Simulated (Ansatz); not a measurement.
# Diborane 1,2-di F (B₂H₄F₂): the relaxed shape and its frontier levels

Aim: characterise diborane 1,2-di F (B₂H₄F₂) as a singlet: its structure, frontier levels and distribution of charge.

The runs use Ansatz 0.2.0, Gaussian basis; RKS PBE0-D4/def2-TZVP.

The runs, in order: relaxation at B3LYP-D4/def2-TZVP; a search for the lowest solution at PBE0-D4/def2-SVP; a single point at PBE0-D4/def2-TZVP.

### Step 1. The starting structure

8 atoms, charge 0, spin multiplicity 1.

Atoms are counted from 1 here; the program's logs count them from 0.

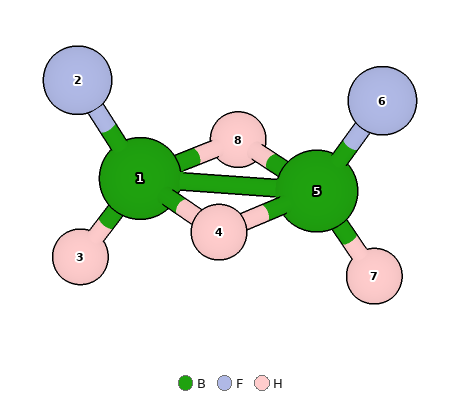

As it starts; boron green, fluorine light blue, hydrogen pink; atoms are numbered from 1 in the order of the file.

The start is a GFN2-xTB geometry.

### Step 2. Relaxation at B3LYP-D4/def2-TZVP

in.yaml

```yaml
crystal:
  periodic: [false, false, false]
  atoms:
    - {symbol: B, position_ang: [0.900280, 0.135600, 0.220540]}
    - {symbol: F, position_ang: [1.577350, -0.870490, 0.774860]}
    - {symbol: H, position_ang: [1.468510, 1.149340, 0.064650]}
    - {symbol: H, position_ang: [-0.279410, 0.344870, 0.872020]}
    - {symbol: B, position_ang: [-0.901660, -0.069840, -0.243330]}
    - {symbol: F, position_ang: [-1.523610, -1.233090, -0.048610]}
    - {symbol: H, position_ang: [-1.518140, 0.797180, -0.736440]}
    - {symbol: H, position_ang: [0.276680, -0.253560, -0.903690]}
basis:
  gaussian: {orbitals: def2-TZVP}
hamiltonian: {xc: {name: B3LYP}, dispersion: d4}
scf: {lower_state_search: "off"}
output: {orbitals: {seedname: orbitals}}
relax: {f_tol: 0.02, max_steps: 100}
```

Command:

```console
> ansatz run in.yaml --threads 4 --pin off --events-out ev --progress --plain --max-ram 3916MiB
```

The program printed, cut to the lines that bear on the results:

```text
Functional definition: B3LYP
  name "B3LYP"
  cite "Stephens, Devlin, Chabalowski & Frisch, J. Phys. Chem. 98, 11623 (1994) doi:10.1021/j100096a001"
  cite "Becke, Phys. Rev. A 38, 3098 (1988) doi:10.1103/PhysRevA.38.3098"
  cite "Lee, Yang & Parr, Phys. Rev. B 37, 785 (1988) doi:10.1103/PhysRevB.37.785"
  cite "Vosko, Wilk & Nusair, Can. J. Phys. 58, 1200 (1980) doi:10.1139/p80-159"
[...]
826 factors; their error is unknown
[...]
mean field -6857.11457383 eV, -251.9943126690 hartree, gradient 4.2e-6 eV, S^2 0.000000; 0 other end points of the search recorded, 0 dependent functions left out
[...]
reference -6857.11481569 eV, -251.9943215573 hartree; 16, 16 occupied and 132, 132 virtual orbitals, 826 factors
relax step   1: F+E_penalty+E_count = -6857.26031713 eV  Δ(F+E_penalty+E_count) = +0.000e0 eV  max|allowed force component| = 7.177e-1 eV/Å  Δτ_max = 0.0000 Å  (14 SCF iters, accepted)
[...]
relax step   5: F+E_penalty+E_count = -6857.34961527 eV  Δ(F+E_penalty+E_count) = +5.757e-5 eV  max|allowed force component| = 4.020e-2 eV/Å  Δτ_max = 0.0065 Å  (20 SCF iters, rejected (line search))
[...]
relax step   6: F+E_penalty+E_count = -6857.34976049 eV  Δ(F+E_penalty+E_count) = -8.765e-5 eV  max|allowed force component| = 2.283e-3 eV/Å  Δτ_max = 0.0032 Å  (13 SCF iters, accepted)
Total energy: -6857.35000112 eV, -252.0029644624 hartree
Atom 0 at     0.863696     0.115105     0.225390 Å, force     0.000612    -0.000320     0.001101 eV/Å
Atom 1 at     1.524118    -0.915323     0.774974 Å, force    -0.001284    -0.000227     0.000372 eV/Å
Atom 2 at     1.389949     1.163267     0.033123 Å, force     0.001940    -0.000496     0.000919 eV/Å
Atom 3 at    -0.275876     0.381559     0.866792 Å, force     0.001711     0.001948    -0.000133 eV/Å
Atom 4 at    -0.864419    -0.087562    -0.234821 Å, force     0.000009    -0.001306    -0.002283 eV/Å
Atom 5 at    -1.468754    -1.266340    -0.022144 Å, force     0.001154    -0.000280     0.000250 eV/Å
Atom 6 at    -1.440534     0.831064    -0.721417 Å, force    -0.002051    -0.000921     0.000179 eV/Å
Atom 7 at     0.271819    -0.221761    -0.921898 Å, force    -0.002091     0.001601    -0.000405 eV/Å
Dipole moment:    -0.008278     0.325441    -0.112265 e Å
Checks for a lower state left out: stability, starts, cluster_reference, orbital_swaps, neighbouring_geometries, increment
```

Run time: 5.5 s. Hardware: 4 threads of Arm Neoverse V1, shared host.

Step by step:

| step | energy from step 1 (eV) | largest force component (eV/Å) |
| --- | --- | --- |
| 1 | 0.0000 | 0.7177 |
| 2 | -0.0765 | 0.3366 |
| 3 | -0.0889 | 0.0704 |
| 4 | -0.0894 | 0.0233 |
| 5 | -0.0893 | 0.0402 |
| 6 | -0.0894 | 0.0023 |

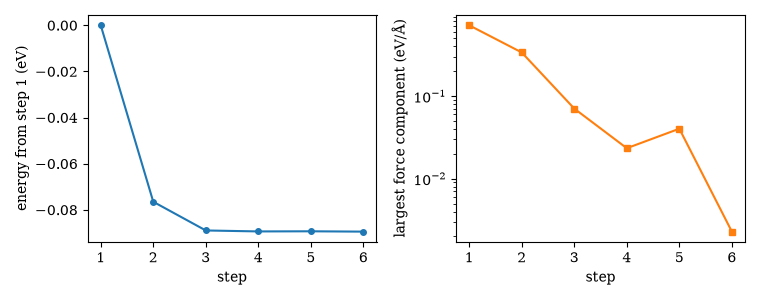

Energy and force, step by step.

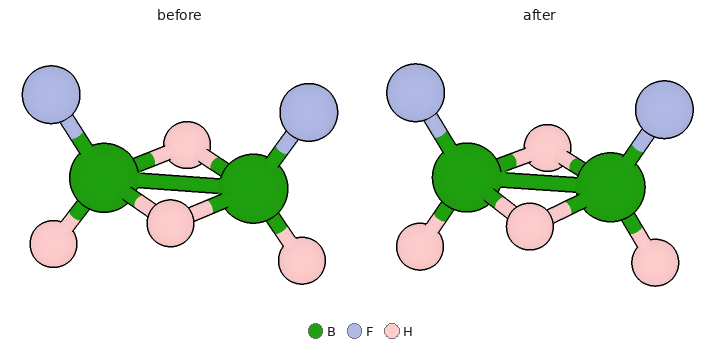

The geometry before (left) and after (right).

Close pairs (by a distance rule), those that changed most:

| bond | before (Å) | after (Å) | change (Å) |
| --- | --- | --- | --- |
| B1–B5 | 1.872 | 1.800 | -0.072 |
| B1–H4 | 1.364 | 1.335 | -0.029 |
| B5–H8 | 1.363 | 1.335 | -0.029 |
| B1–H3 | 1.173 | 1.189 | +0.016 |
| B5–H7 | 1.173 | 1.189 | +0.016 |
| B1–H8 | 1.343 | 1.334 | -0.009 |
| H4–B5 | 1.343 | 1.334 | -0.009 |
| B5–F6 | 1.333 | 1.342 | +0.008 |

Bonds by kind at the end (by distance):

| bond | count | shortest (Å) | longest (Å) |
| --- | --- | --- | --- |
| B–F | 2 | 1.342 | 1.342 |
| B–B | 1 | 1.800 | 1.800 |
| B–H | 6 | 1.189 | 1.335 |

### Step 3. Searching for the lowest solution, PBE0-D4/def2-SVP

start.molden holds the orbitals of an earlier run on this state, given as this run's starting guess.

in.yaml

```yaml
crystal:
  periodic: [false, false, false]
  atoms:
    - {symbol: B, position_ang: [0.863696, 0.115105, 0.225390]}
    - {symbol: F, position_ang: [1.524118, -0.915323, 0.774974]}
    - {symbol: H, position_ang: [1.389949, 1.163267, 0.033123]}
    - {symbol: H, position_ang: [-0.275876, 0.381559, 0.866792]}
    - {symbol: B, position_ang: [-0.864419, -0.087562, -0.234821]}
    - {symbol: F, position_ang: [-1.468754, -1.266340, -0.022144]}
    - {symbol: H, position_ang: [-1.440534, 0.831064, -0.721417]}
    - {symbol: H, position_ang: [0.271819, -0.221761, -0.921898]}
basis:
  gaussian: {orbitals: def2-SVP, initial_orbitals: start.molden}
hamiltonian: {xc: pbe0, dispersion: d4}
output: {orbitals: {seedname: orbitals}}
```

Same command.

The program printed:

```text
Functional definition: PBE0
  name "PBE0"
  cite "Adamo & Barone, J. Chem. Phys. 110, 6158 (1999) doi:10.1063/1.478522"
  cite "Perdew, Burke & Ernzerhof, Phys. Rev. Lett. 77, 3865 (1996) doi:10.1103/PhysRevLett.77.3865"
  parent pbe
  parameter a = 0.25
  parameter kappa = 0.804
  parameter beta = 0.06672455060314922
  exchange = (1 - a)*pbe_x(kappa = kappa, mu = beta*pi^2/3) + a*exact_x
  correlation = pbe_c(beta = beta)
836 factors; their error is unknown
mean field evaluation 1: about -6841.2835 eV, gradient 8.5e0 eV
mean field evaluation 2: about -6841.4050 eV, gradient 8.7e-2 eV
mean field evaluation 4: about -6841.4106 eV, gradient 4.9e-5 eV
mean field evaluation 8: about -6841.3599 eV, gradient 4.6e0 eV
mean field evaluation 16: about -6841.4106 eV, gradient 6.1e-5 eV
mean field -6841.41055660 eV, -251.4172006803 hartree, gradient 5.7e-5 eV, S^2 0.000000; 1 other end points of the search recorded, 0 dependent functions left out
reference -6841.41057852 eV, -251.4172014860 hartree; 16, 16 occupied and 60, 60 virtual orbitals, 836 factors
Total energy: -6841.48635490 eV, -251.4199862165 hartree
```

Wall time 0.66 s (4 threads of Arm Neoverse V1, shared host).

Report: HOMO -9.76 eV, LUMO -0.24 eV.

### Step 4. Single point, PBE0-D4/def2-TZVP

Edit in.yaml of step 3 so:

```diff
@@ -12,4 +12,5 @@
 basis:
-  gaussian: {orbitals: def2-SVP, initial_orbitals: start.molden}
+  gaussian: {orbitals: def2-TZVP, initial_orbitals: start.molden}
 hamiltonian: {xc: pbe0, dispersion: d4}
+scf: {omitted_lower_state_checks: [starts]}
 output: {orbitals: {seedname: orbitals}}
```

Same command.

The program printed:

```text
Functional definition: PBE0
  name "PBE0"
  cite "Adamo & Barone, J. Chem. Phys. 110, 6158 (1999) doi:10.1063/1.478522"
  cite "Perdew, Burke & Ernzerhof, Phys. Rev. Lett. 77, 3865 (1996) doi:10.1103/PhysRevLett.77.3865"
  parent pbe
  parameter a = 0.25
  parameter kappa = 0.804
  parameter beta = 0.06672455060314922
  exchange = (1 - a)*pbe_x(kappa = kappa, mu = beta*pi^2/3) + a*exact_x
  correlation = pbe_c(beta = beta)
these checks for a lower state are left out or cut short: starts
826 factors; their error is unknown
mean field evaluation 1: about -6846.2420 eV, gradient 1.7e2 eV
mean field evaluation 2: about -6849.5067 eV, gradient 3.8e0 eV
mean field evaluation 4: about -6849.5513 eV, gradient 1.9e-1 eV
mean field evaluation 8: about -6849.5514 eV, gradient 2.4e-5 eV
mean field -6849.55140462 eV, -251.7163713271 hartree, gradient 2.4e-5 eV, S^2 0.000000; 0 other end points of the search recorded, 0 dependent functions left out
reference -6849.55143553 eV, -251.7163724630 hartree; 16, 16 occupied and 132, 132 virtual orbitals, 826 factors
Total energy: -6849.62721191 eV, -251.7191571935 hartree
Checks for a lower state left out: starts
```

Run time: 1 s. Hardware: 4 threads of Arm Neoverse V1, shared host.

HOMO -9.86 eV, LUMO -0.39 eV.

Mulliken charges, from this run's orbitals:

| atom | value (e) |
| --- | --- |
| B1 | 0.09 |
| F2 | -0.25 |
| H3 | 0.03 |
| H4 | 0.14 |
| B5 | 0.09 |
| F6 | -0.25 |
| H7 | 0.03 |
| H8 | 0.14 |

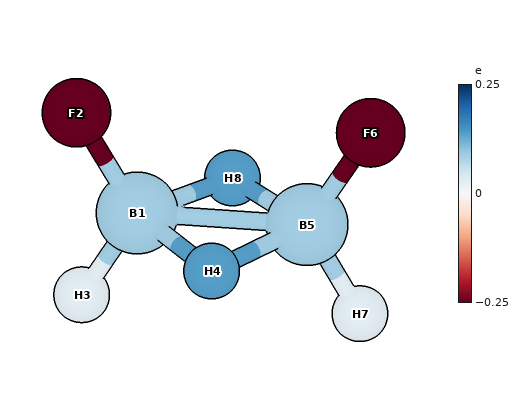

Mulliken charges, from this run's orbitals, as colours on the atoms.

Largest Mayer bond orders: B1–F2 1.18; B5–F6 1.18; B1–H3 0.98; B5–H7 0.98; B1–B5 0.54; B1–H4 0.46; B1–H8 0.46; H4–B5 0.46; B5–H8 0.46.

### Step 5. Summary of results

| quantity | value |
| --- | --- |
| point group | C2v |
| commonest bond, hydrogen aside | B–F, 2 of mean length 1.342 Å |
| HOMO, LUMO at PBE0-D4/def2-TZVP | -9.86, -0.39 eV |
| dipole at B3LYP-D4/def2-TZVP | 1.65 D |

In words: The molecule keeps its bonding pattern by the stored test; the atoms moved 0.06 Å (rms). No usable vibrations, so a minimum isn't proven.
